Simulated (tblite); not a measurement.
## Run report: C5H11AlF2S, geometry relaxation (part 1 of 2)

C5H11AlF2S, computed with GFN2-xTB geometry optimisation, gas phase (tblite 0.8.0).

It belongs to a series of runs on one base structure; here: H on C replaced by F.

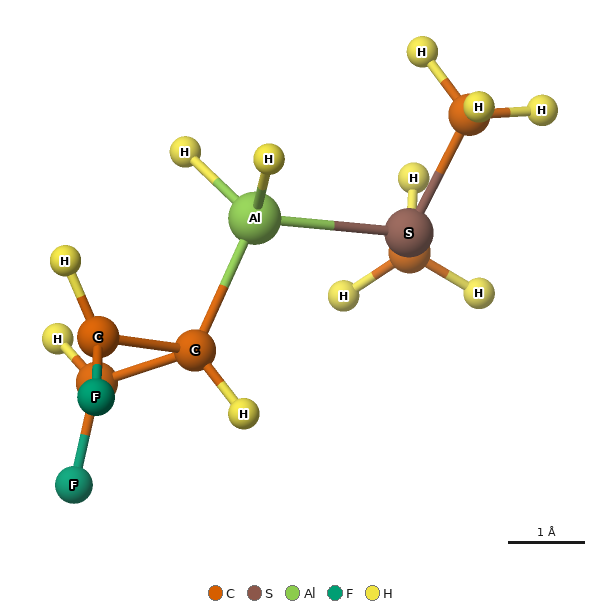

Figure 1. The input geometry (ball-and-stick view, seen at a tilt). Sticks mark near contacts. Bond lengths as drawn: Al–C 1.99 Å, Al–H 1.58 to 1.60 Å, Al–S 2.23 Å, C–C 1.49 to 1.53 Å, C–F 1.37 to 1.39 Å, C–H 1.09 to 1.11 Å and C–S 1.78 to 1.79 Å.

Input file:
```
{"job": {"kind": "relax", "xc": "GFN2-xTB", "basis": "xTB"}, "charge": 0, "multiplicity": 1}
C      2.797700     1.436000    -0.350700
S      1.709500     0.215600     0.370300
C      2.408000    -1.366300    -0.035600
Al    -0.299800     0.549700    -0.541100
C     -1.775000    -0.155600     0.592100
C     -3.138700     0.311500     0.072000
F     -3.931200     0.804900     1.069800
C     -2.747800    -1.148600     0.055500
F     -3.485800    -1.894300     0.974500
H      3.842000     1.273600    -0.071400
H      2.449500     2.427500     0.018300
H      2.721700     1.445500    -1.449500
H      3.007300    -1.239300    -0.948700
H      3.099900    -1.652800     0.779300
H      1.631900    -2.147000    -0.152400
H     -0.484500     2.139500    -0.577300
H     -0.347400     0.035100    -2.032100
H     -1.660600    -0.198100     1.690000
H     -3.165300     0.769700    -0.935600
H     -2.636400    -1.596000    -0.940200
```

The first line tells a small driver script what to run in tblite; the rest is the geometry in Å.

Command:
```bash
OMP_NUM_THREADS=1 python <driver script> task.json out
```

What the program printed:
```
step      E/eV     max force
  0    -817.15120    3.105
  1    -817.48230    2.155
  2    -817.76712    0.686
  3    -817.82883    0.529
  4    -817.86918    0.411
  5    -817.88735    0.303
  6    -817.90441    0.227
  7    -817.91577    0.207
  8    -817.92250    0.180
  9    -817.92696    0.171
 10    -817.93184    0.166
 11    -817.93714    0.166
 12    -817.94322    0.207
 13    -817.94950    0.205
 14    -817.95577    0.191
 15    -817.96266    0.225
 16    -817.97091    0.314
 17    -817.97976    0.290
 18    -817.98704    0.165
 19    -817.99197    0.150
 20    -817.99638    0.200
 21    -818.00267    0.294
 22    -818.01119    0.306
 23    -818.02013    0.225
 24    -818.02782    0.184
 25    -818.03430    0.192
 26    -818.04069    0.226
 27    -818.04706    0.192
 28    -818.05188    0.133
 29    -818.05507    0.109
 30    -818.05796    0.141
 31    -818.06123    0.132
 32    -818.06441    0.149
 33    -818.06673    0.121
 34    -818.06827    0.104
 35    -818.06966    0.090
 36    -818.07162    0.087
 37    -818.07389    0.128
 38    -818.07632    0.132
 39    -818.07851    0.106
 40    -818.08017    0.086
 41    -818.08153    0.077
 42    -818.08285    0.072
 43    -818.08422    0.076
 44    -818.08546    0.084
 45    -818.08655    0.091
 46    -818.08774    0.095
 47    -818.08935    0.143
 48    -818.09136    0.161
 49    -818.09338    0.125
 50    -818.09505    0.096
 51    -818.09640    0.091
 52    -818.09779    0.091
 53    -818.09951    0.123
 54    -818.10164    0.166
 55    -818.10398    0.147
 56    -818.10617    0.103
 57    -818.10786    0.106
 58    -818.10910    0.084
 59    -818.11015    0.094
 60    -818.11118    0.102
 61    -818.11235    0.075
 62    -818.11405    0.098
 63    -818.11507    0.088
 64    -818.11650    0.078
 65    -818.11768    0.076
 66    -818.11893    0.086
 67    -818.12014    0.078
 68    -818.12138    0.085
 69    -818.12259    0.075
 70    -818.12397    0.078
 71    -818.12583    0.110
 72    -818.12807    0.139
 73    -818.13037    0.228
 74    -818.13276    0.151
 75    -818.13529    0.087
 76    -818.13675    0.109
 77    -818.13901    0.092
 78    -818.14066    0.085
 79    -818.14219    0.122
 80    -818.14369    0.118
 81    -818.14550    0.145
 82    -818.14702    0.104
 83    -818.14767    0.097
 84    -818.14918    0.069
 85    -818.14979    0.067
 86    -818.15041    0.063
 87    -818.15124    0.081
 88    -818.15245    0.091
 89    -818.15402    0.108
 90    -818.15572    0.093
 91    -818.15712    0.078
 92    -818.15804    0.063
 93    -818.15869    0.069
 94    -818.15922    0.071
 95    -818.15971    0.043
 96    -818.16012    0.037
 97    -818.16046    0.041
 98    -818.16103    0.056
 99    -818.16169    0.058
100    -818.16249    0.051
101    -818.16327    0.066
102    -818.16400    0.070
103    -818.16468    0.061
104    -818.16538    0.064
105    -818.16616    0.058
106    -818.16703    0.056
107    -818.16798    0.059
108    -818.16865    0.061
109    -818.16932    0.054
110    -818.16992    0.046
111    -818.17045    0.045
112    -818.17087    0.056
113    -818.17115    0.037
114    -818.17133    0.075
115    -818.17167    0.050
116    -818.17217    0.037
117    -818.17265    0.060
118    -818.17314    0.061
119    -818.17351    0.058
120    -818.17385    0.056
121    -818.17425    0.049
122    -818.17479    0.052
123    -818.17550    0.068
124    -818.17639    0.072
125    -818.17746    0.096
126    -818.17861    0.137
127    -818.17965    0.102
128    -818.17961    0.211
129    -818.18106    0.058
130    -818.18147    0.035
131    -818.18190    0.027
132    -818.18196    0.024
133    -818.18203    0.023
134    -818.18208    0.021
135    -818.18215    0.019
136    -818.18220    0.016
137    -818.18224    0.014
138    -818.18228    0.014
139    -818.18234    0.018
140    -818.18240    0.021
141    -818.18247    0.020
142    -818.18254    0.024
143    -818.18262    0.024
144    -818.18270    0.019
145    -818.18279    0.022
146    -818.18288    0.023
147    -818.18293    0.015
148    -818.18296    0.010
149    -818.18298    0.010
150    -818.18300    0.011
151    -818.18302    0.010
152    -818.18304    0.008
```

Trajectory as extended XYZ (Å, eV, eV/Å), 11 of the 153 frames kept, from step=0 to step=152:
```
20
Properties=species:S:1:pos:R:3:forces:R:3 step=0 energy=-817.15120
C     2.7977    1.4360   -0.3507    0.3040   1.0030  -0.7530
S     1.7095    0.2156    0.3703    0.2370   0.3660   1.5770
C     2.4080   -1.3663   -0.0356    1.0650  -1.0290  -0.2850
Al   -0.2998    0.5497   -0.5411   -2.5020   1.0280  -1.5250
C    -1.7750   -0.1556    0.5921    0.9310  -0.3520  -0.0210
C    -3.1387    0.3115    0.0720    1.5640  -0.3190   0.1170
F    -3.9312    0.8049    1.0698   -0.3150  -0.1230  -0.9260
C    -2.7478   -1.1486    0.0555   -1.3820   0.4960   0.5650
F    -3.4858   -1.8943    0.9745    0.6920  -0.1710  -0.7890
H     3.8420    1.2736   -0.0714   -0.2910  -0.0250   0.1400
H     2.4495    2.4275    0.0183    0.2540  -0.7370  -0.1660
H     2.7217    1.4455   -1.4495   -0.0320  -0.0600   0.3470
H     3.0073   -1.2393   -0.9487   -0.3690  -0.3200   0.1610
H     3.0999   -1.6528    0.7793   -0.3960   0.0220  -0.3480
H     1.6319   -2.1470   -0.1524    0.3690   0.6020  -0.0210
H    -0.4845    2.1395   -0.5773    0.5380  -0.2500   0.2560
H    -0.3474    0.0351   -2.0321    0.4230  -0.3000   0.2360
H    -1.6606   -0.1981    1.6900   -0.6210   0.1270  -0.2800
H    -3.1653    0.7697   -0.9356   -0.3370   0.2610   1.0450
H    -2.6364   -1.5960   -0.9402   -0.1310  -0.2210   0.6690
20
Properties=species:S:1:pos:R:3:forces:R:3 step=15 energy=-817.96266
C     2.7661    1.4359   -0.3566    0.0120   0.0050  -0.0190
S     1.7028    0.2503    0.5119   -0.0400   0.0470   0.1030
C     2.4200   -1.3330   -0.0488   -0.0040  -0.0010   0.0270
Al   -0.4330    0.6407   -0.6483    0.1300  -0.0380   0.0740
C    -1.7381   -0.1951    0.6032    0.0040   0.0560   0.0820
C    -3.0767    0.3233    0.1107    0.0420  -0.1330  -0.1020
F    -4.0180    0.7759    0.9862    0.1620  -0.0420  -0.1510
C    -2.7801   -1.1372    0.0607   -0.0740   0.0040  -0.0280
F    -3.4242   -1.9524    0.9483    0.0070   0.0470  -0.0370
H     3.7924    1.2356   -0.0610   -0.0080   0.0470  -0.0610
H     2.4729    2.4306   -0.0276   -0.0080  -0.0910  -0.0340
H     2.6378    1.3442   -1.4333   -0.0170   0.0100   0.0450
H     2.9465   -1.1992   -0.9898   -0.1590   0.0160   0.0220
H     3.1128   -1.6704    0.7188   -0.0520  -0.0180  -0.0480
H     1.6018   -2.0414   -0.1555    0.0740   0.0250  -0.0420
H    -0.3238    2.1911   -0.6063   -0.0110   0.0400  -0.0170
H    -0.1645   -0.0598   -2.0102    0.0640  -0.0680  -0.0110
H    -1.7374   -0.2467    1.6897    0.0850   0.0000   0.1600
H    -3.1024    0.8828   -0.8241   -0.1940  -0.0070   0.0780
H    -2.6601   -1.6645   -0.8810   -0.0120   0.1000  -0.0420
20
Properties=species:S:1:pos:R:3:forces:R:3 step=30 energy=-818.05796
C     2.7066    1.4164   -0.3407    0.0090   0.1020  -0.0470
S     1.7759    0.2880    0.7245    0.0130  -0.0140  -0.0560
C     2.3083   -1.2745   -0.0401    0.0310  -0.1080  -0.0260
Al   -0.2983    0.5933   -0.5792    0.0620  -0.0480   0.0370
C    -1.7148   -0.1689    0.6018    0.0850  -0.0370   0.0150
C    -3.0584    0.3236    0.1061    0.0220   0.0140  -0.0100
F    -3.9818    0.7322    1.0136   -0.0960   0.0350   0.0170
C    -2.7371   -1.1220    0.0207    0.1320  -0.0190   0.0470
F    -3.3852   -1.9830    0.8565    0.0490   0.0100  -0.0340
H     3.7715    1.2708   -0.1779   -0.0430  -0.0350  -0.0060
H     2.4315    2.4309   -0.0708   -0.0190   0.0240   0.0310
H     2.4397    1.2303   -1.3814   -0.0260   0.0490   0.0190
H     2.6909   -1.0601   -1.0336   -0.0680  -0.0650   0.0130
H     3.0880   -1.7224    0.5689   -0.0170   0.0290   0.0400
H     1.4589   -1.9504   -0.1084   -0.0400   0.0370   0.0270
H    -0.2311    2.1468   -0.6865   -0.0020  -0.0130  -0.0180
H     0.1630   -0.2339   -1.8255    0.0070   0.0140  -0.0040
H    -1.7129   -0.2195    1.6934   -0.0330  -0.0410   0.0050
H    -3.1439    0.9006   -0.8081   -0.0230   0.0900  -0.0400
H    -2.5758   -1.5876   -0.9464   -0.0430  -0.0250  -0.0100
20
Properties=species:S:1:pos:R:3:forces:R:3 step=46 energy=-818.08774
C     2.6717    1.4588   -0.3613   -0.0030  -0.0070  -0.0080
S     1.8079    0.2987    0.7278   -0.0350   0.0210   0.0800
C     2.2435   -1.3064   -0.0122    0.0140   0.0070  -0.0080
Al   -0.2540    0.5715   -0.5674    0.0330   0.0290   0.0050
C    -1.6756   -0.1647    0.6209    0.0130   0.0330   0.0220
C    -3.0164    0.3313    0.1118    0.0370   0.0470   0.0230
F    -3.9796    0.6997    0.9969   -0.0070   0.0140   0.0590
C    -2.6742   -1.1067   -0.0075    0.0370  -0.0170  -0.0120
F    -3.3166   -1.9946    0.8019   -0.0240  -0.0420  -0.0400
H     3.7439    1.3009   -0.2941   -0.0130  -0.0520  -0.0010
H     2.4235    2.4542   -0.0012    0.0180  -0.0240  -0.0300
H     2.3172    1.3375   -1.3854   -0.0230   0.0120   0.0050
H     2.5464   -1.1537   -1.0425   -0.0020  -0.0200  -0.0080
H     3.0484   -1.7534    0.5636   -0.0050   0.0260  -0.0030
H     1.3606   -1.9436    0.0193    0.0160   0.0270   0.0220
H    -0.1992    2.1208   -0.7348   -0.0260  -0.0150  -0.0050
H     0.2400   -0.2785   -1.7891   -0.0630   0.0150  -0.0180
H    -1.7009   -0.2658    1.7076    0.0150   0.0050   0.0250
H    -3.0843    0.9453   -0.7808    0.0100   0.0160  -0.0510
H    -2.5074   -1.5406   -0.9865    0.0070  -0.0740  -0.0590
20
Properties=species:S:1:pos:R:3:forces:R:3 step=61 energy=-818.11235
C     2.6179    1.4468   -0.3886   -0.0020  -0.0230   0.0030
S     1.7759    0.3479    0.7737    0.0710  -0.0040  -0.0020
C     2.1616   -1.2842    0.0636   -0.0200   0.0380   0.0230
Al   -0.2480    0.5893   -0.5611   -0.0630  -0.0290   0.0280
C    -1.6021   -0.1950    0.6621   -0.0400   0.0580   0.0060
C    -2.9167    0.3354    0.1226   -0.0270  -0.0290   0.0060
F    -3.9115    0.6467    0.9973    0.0020   0.0230  -0.0560
C    -2.5695   -1.0953   -0.0685    0.0120   0.0020  -0.0030
F    -3.2566   -2.0294    0.6470   -0.0040  -0.0210  -0.0380
H     3.6630    1.1694   -0.4690    0.0340  -0.0390  -0.0010
H     2.5325    2.4499    0.0171    0.0080   0.0280  -0.0040
H     2.1172    1.3989   -1.3565    0.0160   0.0050  -0.0710
H     2.3449   -1.1886   -1.0010   -0.0080   0.0170  -0.0270
H     3.0288   -1.6963    0.5679    0.0310   0.0200   0.0260
H     1.2959   -1.9211    0.2284   -0.0280  -0.0400   0.0130
H    -0.2213    2.1308   -0.7795   -0.0310   0.0100   0.0340
H     0.1535   -0.2751   -1.8046    0.0350   0.0170   0.0100
H    -1.6705   -0.3438    1.7411    0.0210  -0.0200  -0.0270
H    -2.9514    0.9985   -0.7409    0.0060  -0.0170   0.0630
H    -2.3487   -1.4739   -1.0637   -0.0160   0.0050   0.0170
```
